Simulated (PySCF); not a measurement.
# AuH4O2 (Au(H2O)2+): the cost of one run

Program: PySCF 2.14.0. Level of theory: several levels, as the steps say, no spin–orbit coupling. These are calculated values, not measurements.

1 further run of the same task is left out (for a known fault of the program).

### 1 Where the work starts

7 atoms, charge 1, spin multiplicity 1.

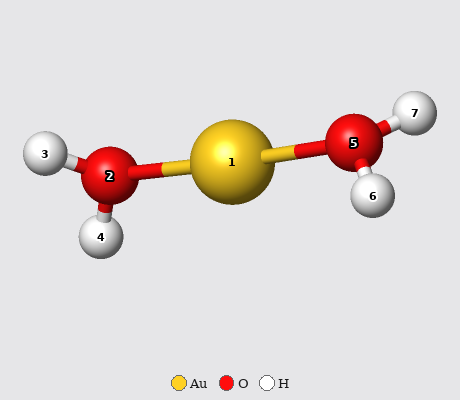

The geometry (gold amber, oxygen red, hydrogen white); atoms are numbered from 1 in the order of the file.

Coordinates:

```xyz
7

Au    0.0308    0.0278    0.0021
O    -0.0401    0.0328    2.0853
H     0.7209    0.3752    2.5846
H    -0.3841   -0.7476    2.5521
O     0.1024    0.1006   -2.0796
H     0.4538   -0.6592   -2.5741
H    -0.6565    0.4595   -2.5703
```

Formal oxidation states: Au +1. An earlier session relaxed this geometry at B3LYP, Au def2-SVP with ECP60, O def2-SVP, H def2-SVP (singlet, point group C1).

At B3LYP on the finer grid: E = -288.283184 Eh, HOMO -12.84 eV, LUMO -6.78 eV, Mulliken charge on Au1 +0.40 e, largest force component 0.010 eV/Å. 

Levels to run: wB97X; BP86; TPSS; BLYP; B3LYP, TZVP; B3LYP, x2c-SVP. Hardware: 2 threads of Intel Xeon at 2.50GHz (Skylake/Cascade Lake), shared host.

### 2 wB97X

Contents of run.py (the lines that set the calculation):

```python
mol = gto.M(atom='''
Au     0.03079     0.02778     0.00211
O     -0.04005     0.03282     2.08528
H      0.72086     0.37518     2.58457
H     -0.38407    -0.74764     2.55206
O      0.10238     0.10059    -2.07964
H      0.45376    -0.65918    -2.57412
H     -0.65654     0.45947    -2.57027''',
    basis={'Au': 'def2-SVP', 'O': 'def2-SVP', 'H': 'def2-SVP'},
    ecp={'Au': 'def2-SVP'},
    charge=1, spin=0)
mf = dft.RKS(mol, xc='WB97X')
mf.grids.atom_grid = (75, 302)
mf = mf.density_fit()  # fitting sets: Au def2-universal-JKFIT, O def2-universal-JKFIT, H def2-universal-JKFIT
mf.conv_tol = 1e-08; mf.max_cycle = 55
mf.kernel(dm0)  # dm0: the density of the relaxed state
```

The run is started by

```console
$ OMP_NUM_THREADS=2 python run.py
```

**Question.** How long does this run take on 2 threads of Intel Xeon at 2.50GHz (Skylake/Cascade Lake), shared host?

About 17 s.
